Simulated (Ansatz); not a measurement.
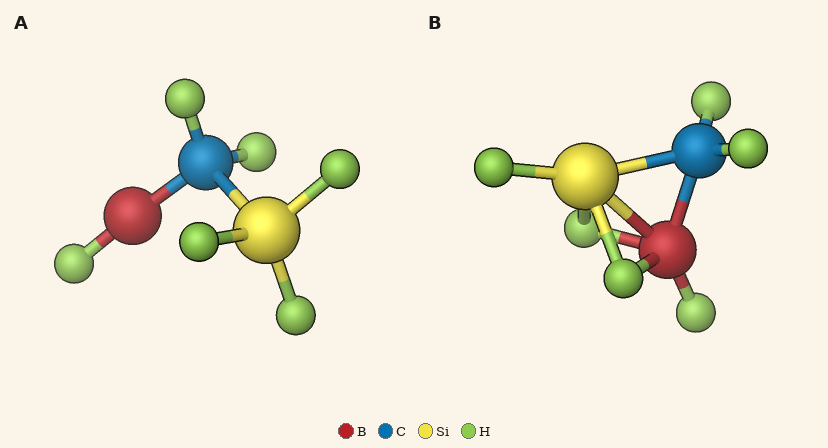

2 stationary structures of one formula. The species has charge +1 and is a spin singlet. Geometries: PBE0-D4/def2-TZVP. Electronic energies: RHF-CCSD(T) (frozen core)/def2-TZVPP (Ansatz 0.2.0), without zero-point energy. No frequency run is at hand to confirm each as a minimum. Each is one conformer, not always the lowest.

Question: Rank them by energy, lowest first.

Answer: A is lowest; B lies 0.647 eV above it.

Give E(B) − E(A) in eV at these levels too: r2SCAN-D4/def2-TZVPP; RHF-CCSD(T) (frozen core)/def2-TZVPP; B3LYP-D4/def2-TZVPP; PBE-D4/def2-TZVPP; PBE0-D4/def2-TZVP; PBE0-D4/def2-TZVPP; ωB97M-V/def2-TZVPP.

```tsv
level	E(B) − E(A) (eV)
r2SCAN-D4/def2-TZVPP	+0.470
RHF-CCSD(T) (frozen core)/def2-TZVPP	+0.647
B3LYP-D4/def2-TZVPP	+0.763
PBE-D4/def2-TZVPP	+0.340
PBE0-D4/def2-TZVP	+0.424
PBE0-D4/def2-TZVPP	+0.419
ωB97M-V/def2-TZVPP	+0.635
```
